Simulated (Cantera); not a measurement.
Feed: 1 mol SiO2, 280 mol H2, equilibrated at 13.0 mbar.

Equilibrium computed with Cantera from the NASA thermochemical tables; the gas is ideal and each condensed phase is pure. Candidate condensed phases: H2O, Si, SiO2; 18 gas species. The tables hold silica as quartz up to 1696 K and as liquid above; real silica turns to tridymite and cristobalite and melts near 1996 K. Equilibrium is a limit: real reactors are often held back by kinetics, nucleation or transport.

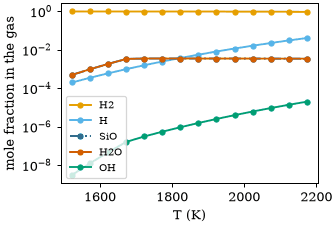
Fig. 1. Equilibrium gas composition (values under 1e-9 drawn at 1e-9)

Read off the mole fractions at 1623 K.

H2 about 1.00, SiO about 0.0019, H2O about 0.0019, H about 0.00060, OH about 4.8e-8.
